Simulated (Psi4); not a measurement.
# triplet H2O at 3 levels

Wanted: a comparison of 3 runs (UB3LYP/6-31G*, UHSE06/aug-cc-pVTZ) of triplet H2O. 

The results are computed with Psi4 1.11.

## Step 1: The structure to begin with

The species is H2O (3 atoms), meant as a triplet with charge 0. SMILES of the parent species: `O`. The coordinates come from a PBE0-D4/def2-TZVP relaxation. That shape belongs to the parent species and isn't relaxed for this state.

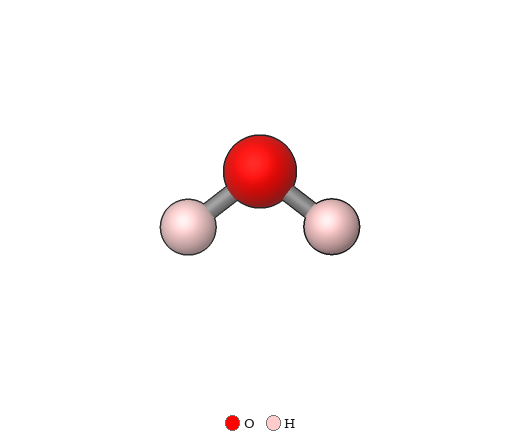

Viewed from a chosen angle; oxygen red, hydrogen pink.

## Step 2: Energy and forces at UB3LYP/6-31G(d) (spherical functions) (run 1)

h2o.xyz reads:

```xyz
3
H2O
O     -0.302700     0.200200    -0.140600
H      0.466500     0.548400     0.315300
H     -0.163800    -0.748600    -0.174700
```

h2o.py reads:

```python
import psi4

psi4.set_memory('1600 MB')
psi4.set_num_threads(1)
psi4.set_output_file('output.dat', False)

with open('h2o.xyz') as f:
    atoms = ''.join(f.readlines()[2:])
molecule = psi4.geometry('0 3\n' + atoms + 'symmetry c1')

psi4.set_options({
    'basis': '6-31G*',
    'reference': 'uks',
    'puream': True,
    'e_convergence': 1e-09,
    'd_convergence': 1e-08,
    'scf_type': 'pk',
    'dft_radial_points': 99,
    'dft_spherical_points': 590,
    'maxiter': 100,
})

e_tot = psi4.gradient('b3lyp')
print('gradient / Eh bohr^-1')
print(e_tot.np.round(6))
```

The run is started by

```bash
python h2o.py
```

output.dat:

```text
[...]
  Running in c1 symmetry.
[...]
  Nuclear repulsion =    9.171300754468179
[...]
  Multiplicity = 3
[...]
  Nalpha       = 6
  Nbeta        = 4
[...]
    Number of basis functions: 18
[...]
   @UKS iter   1:   -76.10618889314266    6.45376e-03   1.09523e-02 DIIS/ADIIS
[...]
   @UKS iter  10:   -76.12169451838875   -1.42109e-13   6.43479e-10 DIIS
[...]
   @S^2 Observed:                2.001574823E+00
[...]
    Orbital Energies [Eh]
    ---------------------
    Alpha Occupied:
       1A    -19.327249     2A     -1.182664     3A     -0.657530
       4A     -0.538248     5A     -0.534229     6A     -0.057979
    Alpha Virtual:
       7A      0.073917     8A      0.706108     9A      0.716899
      10A      0.747505    11A      0.819673    12A      0.948771
      13A      1.243332    14A      1.561086    15A      1.585999
      16A      1.595312    17A      2.140744    18A      2.469290
    Beta Occupied:
[...]
  @UKS Final Energy:   -76.12169451838875
   => Energetics <=
    Nuclear Repulsion Energy =              9.1713007544681791
    One-Electron Energy =                -121.4096598961684208
    Two-Electron Energy =                  43.6001440404697078
    DFT Exchange-Correlation Energy =      -7.4834794171582004
    Empirical Dispersion Energy =           0.0000000000000000
    VV10 Nonlocal Energy =                  0.0000000000000000
    Total Energy =                        -76.1216945183887503
[...]
 Multipole Moments:
 ------------------------------------------------------------------------------------
     Multipole            Electronic (a.u.)      Nuclear  (a.u.)        Total (a.u.)
 ------------------------------------------------------------------------------------
 L = 1.  Multiply by 2.5417464519 to convert [e a0] to [Debye]
 Dipole X            :         -0.9869047            0.8318109           -0.1550938
 Dipole Y            :          0.5959177           -0.5024246            0.0934931
 Dipole Z            :          0.0000000            0.0000000            0.0000000
 Magnitude           :                                                    0.1810940
[...]
  -Total Gradient:
     Atom            X                  Y                   Z
    ------   -----------------  -----------------  -----------------
       1        0.126880550450    -0.076651928433     0.000000000000
       2       -0.117584843136    -0.051315009920     0.000000000000
       3       -0.009296196730     0.127967232949     0.000000000000
[...]
```

On the terminal:

```text
gradient / Eh bohr^-1
[[ 0.126881 -0.076652  0.      ]
 [-0.117585 -0.051315  0.      ]
 [-0.009296  0.127967  0.      ]]
```

Wall time 8.1 s (1 thread of Intel Xeon Platinum 8259CL at 2.50GHz (Skylake/Cascade Lake), shared host); peak memory 0.3 GiB.

## Step 3: The energy at UB3LYP/6-31G(d) (Cartesian functions) (run 2)

h2o.xyz is that of step 2.

run.py reads:

```python
import psi4

psi4.set_memory(1600000000)
psi4.set_num_threads(1)
psi4.set_output_file('psi4.out', False)

with open('h2o.xyz') as f:
    atoms = ''.join(f.readlines()[2:])
m = psi4.geometry('0 3\n' + atoms + 'symmetry c1\nno_reorient\nno_com')

psi4.set_options({
    'basis': '6-31G*',
    'reference': 'uks',
    'puream': False,
    'e_convergence': 1e-09,
    'd_convergence': 1e-08,
    'scf_type': 'pk',
    'dft_radial_points': 99,
    'dft_spherical_points': 590,
    'maxiter': 100,
})

result, w = psi4.energy("B3LYP", molecule=m, return_wfn=True)
psi4.oeprop(w, "MULLIKEN_CHARGES", "LOWDIN_CHARGES", "DIPOLE", title="B3LYP")
print(f'B3LYP energy: {result:.10f} Eh')
```

The run is started by

```bash
python run.py
```

psi4.out:

```text
[...]
  Running in c1 symmetry.
[...]
  Nuclear repulsion =    9.171300754468179
[...]
  Multiplicity = 3
[...]
  Nalpha       = 6
  Nbeta        = 4
[...]
    Number of basis functions: 19
[...]
   @UKS iter   1:   -76.10929321660713    4.39167e-03   1.06105e-02 ADIIS/DIIS
[...]
   @UKS iter  10:   -76.12468205098190   -1.42109e-13   7.19674e-10 DIIS
[...]
   @S^2 Observed:                2.001598035E+00
[...]
    Orbital Energies [Eh]
    ---------------------
    Alpha Occupied:
       1A    -19.337112     2A     -1.184600     3A     -0.659094
       4A     -0.540184     5A     -0.536078     6A     -0.060078
    Alpha Virtual:
       7A      0.072624     8A      0.704904     9A      0.715653
      10A      0.736437    11A      0.792399    12A      0.947263
      13A      1.081655    14A      1.559398    15A      1.584246
      16A      1.593555    17A      2.129860    18A      2.467960
      19A      3.394690
    Beta Occupied:
[...]
  @UKS Final Energy:   -76.12468205098190
   => Energetics <=
    Nuclear Repulsion Energy =              9.1713007544681791
    One-Electron Energy =                -121.3865908859370251
    Two-Electron Energy =                  43.5668130304508239
    DFT Exchange-Correlation Energy =      -7.4762049499638898
    Empirical Dispersion Energy =           0.0000000000000000
    VV10 Nonlocal Energy =                  0.0000000000000000
    Total Energy =                        -76.1246820509819031
[...]
 Multipole Moments:
 ------------------------------------------------------------------------------------
     Multipole            Electronic (a.u.)      Nuclear  (a.u.)        Total (a.u.)
 ------------------------------------------------------------------------------------
 L = 1.  Multiply by 2.5417464519 to convert [e a0] to [Debye]
 Dipole X            :          3.8433124           -4.0041407           -0.1608283
 Dipole Y            :         -2.5420673            2.6482622            0.1061949
 Dipole Z            :          1.7851459           -1.8598685           -0.0747226
 Magnitude           :                                                    0.2067041
[...]
  Mulliken Charges: (a.u.)
   Center  Symbol    Alpha    Beta     Spin     Total
       1     O     4.39699  3.53916  0.85783  0.06385
       2     H     0.80156  0.23041  0.57115 -0.03197
       3     H     0.80145  0.23043  0.57102 -0.03188
   Total alpha =  6.00000, Total beta =  4.00000, Total charge = -0.00000
  Lowdin Charges: (a.u.)
   Center  Symbol    Alpha    Beta     Spin     Total
       1     O     4.67739  3.44202  1.23538 -0.11941
       2     H     0.66243  0.27974  0.38269  0.05784
       3     H     0.66018  0.27825  0.38194  0.06157
[...]
```

The script printed:

```text
B3LYP energy: -76.1246820510 Eh
```

It took 7.2 s on 1 thread of Intel Xeon Platinum 8259CL at 2.50GHz (Skylake/Cascade Lake), shared host; peak memory 0.3 GiB.

## Step 4: A single-point energy at UHSE06/aug-cc-pVTZ (run 3)

input.json reads:

```json
{
  "schema_name": "qcschema_input",
  "schema_version": 1,
  "molecule": {
    "schema_name": "qcschema_molecule",
    "schema_version": 2,
    "symbols": ["O", "H", "H"],
    "geometry": [-0.5720201, 0.37832317, -0.26569549, 0.88155724, 1.03632581, 0.59583065, -0.30953714, -1.41464898, -0.33013515],
    "molecular_charge": 0,
    "molecular_multiplicity": 3,
    "fix_symmetry": "c1",
    "fix_com": true,
    "fix_orientation": true
  },
  "driver": "energy",
  "model": {
    "method": "hse06",
    "basis": "aug-cc-pVTZ"
  },
  "keywords": {
    "reference": "uks",
    "puream": true,
    "e_convergence": 1e-09,
    "d_convergence": 1e-08,
    "scf_type": "pk",
    "dft_radial_points": 99,
    "dft_spherical_points": 590,
    "maxiter": 100
  }
}
```

The run is started by

```bash
psi4 --qcschema input.json -n 1 --memory 1600MB
```

stdout:

```text
[...]
  Running in c1 symmetry.
[...]
  Nuclear repulsion =    9.171300737834470
[...]
  Multiplicity = 3
[...]
  Nalpha       = 6
  Nbeta        = 4
[...]
    Number of basis functions: 92
[...]
   @UKS iter   1:   -76.11171699114396   -1.13289e-01   2.66263e-03 ADIIS/DIIS
[...]
   @UKS iter  10:   -76.13046317056400    6.67910e-13   6.53135e-10 DIIS
[...]
   @S^2 Observed:                2.002245440E+00
[...]
    Orbital Energies [Eh]
    ---------------------
    Alpha Occupied:
       1A    -19.455058     2A     -1.263498     3A     -0.722431
       4A     -0.606846     5A     -0.600272     6A     -0.120964
    Alpha Virtual:
       7A     -0.037766     8A      0.016182     9A      0.025863
      10A      0.042141    11A      0.048716    12A      0.094948
      13A      0.108866    14A      0.130130    15A      0.155025
      16A      0.156830    17A      0.256116    18A      0.256201
      19A      0.270684    20A      0.396413    21A      0.431766
      22A      0.482096    23A      0.490712    24A      0.497932
      25A      0.603111    26A      0.603409    27A      0.625562
[...]
  @UKS Final Energy:   -76.13046317056400
   => Energetics <=
    Nuclear Repulsion Energy =              9.1713007378344695
    One-Electron Energy =                -120.9079188903324109
    Two-Electron Energy =                  42.6585886142623636
    DFT Exchange-Correlation Energy =      -7.0524336323284320
    Empirical Dispersion Energy =           0.0000000000000000
    VV10 Nonlocal Energy =                  0.0000000000000000
    Total Energy =                        -76.1304631705639991
[...]
 Multipole Moments:
 ------------------------------------------------------------------------------------
     Multipole            Electronic (a.u.)      Nuclear  (a.u.)        Total (a.u.)
 ------------------------------------------------------------------------------------
 L = 1.  Multiply by 2.5417464519 to convert [e a0] to [Debye]
 Dipole X            :          3.6230791           -4.0041407           -0.3810616
 Dipole Y            :         -2.3963843            2.6482622            0.2518779
 Dipole Z            :          1.6828534           -1.8598684           -0.1770150
 Magnitude           :                                                    0.4898824
[...]
```

The result, in JSON:

```text
{
 "driver": "energy",
 "model": {
  "method": "hse06",
  "basis": "aug-cc-pVTZ"
 },
 "success": true,
 "return_result": -76.130463170564,
 "properties": {
  "calcinfo_nbasis": 92,
  "calcinfo_nmo": 92,
  "calcinfo_nalpha": 6,
  "calcinfo_nbeta": 4,
  "calcinfo_natom": 3,
  "nuclear_repulsion_energy": 9.17130073783447,
  "return_energy": -76.130463170564,
  "scf_one_electron_energy": -120.90791889033241,
  "scf_two_electron_energy": 42.658588614262364,
  "scf_xc_energy": -7.052433632328432,
  "scf_dipole_moment": [-0.38106159679245843, 0.2518778653145932, -0.17701503370697602],
  "scf_total_energy": -76.130463170564,
  "scf_iterations": 10
 }
}
```

Run time: 27 s. Hardware: 1 thread of Intel Xeon Platinum 8259CL at 2.50GHz (Skylake/Cascade Lake), shared host; peak memory 0.9 GiB.

## Step 5: Overview of the runs

```
run                                level      task  Cartesian functions  energy (Eh)  dipole moment (D)  HOMO energy (eV)   ⟨S²⟩  wall time
  1  UB3LYP/6-31G* (spherical functions)  gradient                   no   -76.121695               0.46             -1.58  2.002      8.1 s
  2  UB3LYP/6-31G* (Cartesian functions)    energy                  yes   -76.124682               0.53             -1.63  2.002      7.2 s
  3                   UHSE06/aug-cc-pVTZ    energy                   no   -76.130463               1.25             -3.29  2.002       27 s
```

## Step 6: Results

| quantity | value |
| --- | --- |
| run 3: total energy | -76.13046 Eh |
| run 3: dipole moment | 1.25 D |
| run 3: HOMO energy (highest over α and β) | -3.29 eV |
| run 3: ⟨S²⟩ | 2.002 |

What this shows: The dipole moment (its size) runs from 0.46 D (UB3LYP/6-31G*) to 1.25 D (UHSE06/aug-cc-pVTZ). The two ends differ in method and basis. Totals of different functionals can't be ranked against each other. All runs together took 42 s, the longest 27 s.
